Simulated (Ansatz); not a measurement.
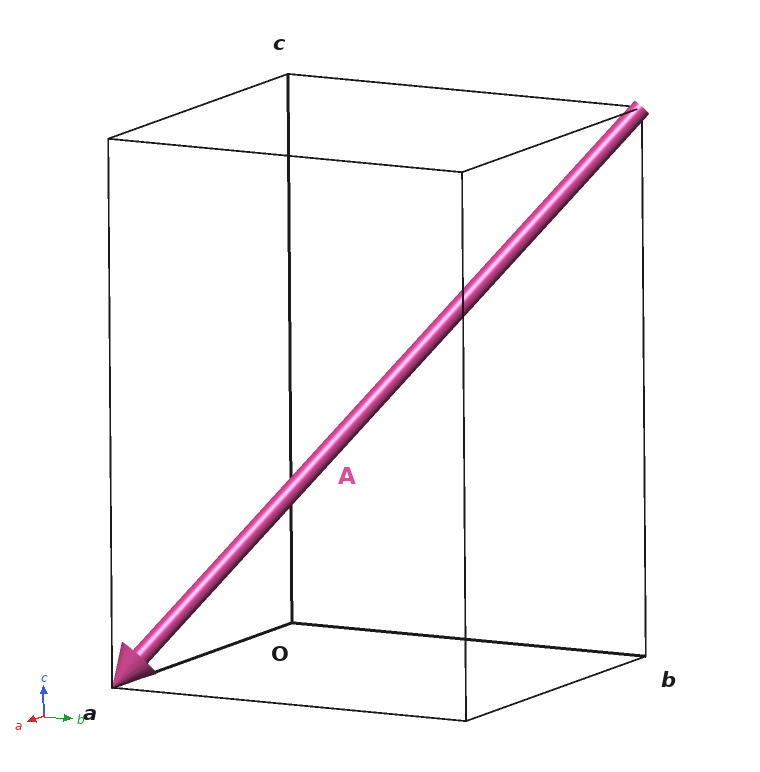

For TiPbS3, coordinates from a relaxation with DFT, PBEsol, plane waves, PAW in Ansatz 0.2.0; the starting structure was generated, so it need not be a known form of this composition: the arrow starts at a corner of the unit cell and ends on its surface; where a tip isn't a corner, dashed lines run from it parallel to the axes. All values are computed from the atomic coordinates in the standard setting (tolerance 0.002 Å).

a = 6.627 Å, b = 6.684 Å, c = 9.414 Å, α = 90.00°, β = 89.12°, γ = 89.99°.

> Index the direction.

Arrow A runs from (0, 1, 1) to (1, 0, 0), so [1 −1 −1].

> How long is the vector ua + vb + wc?

13.240 Å.
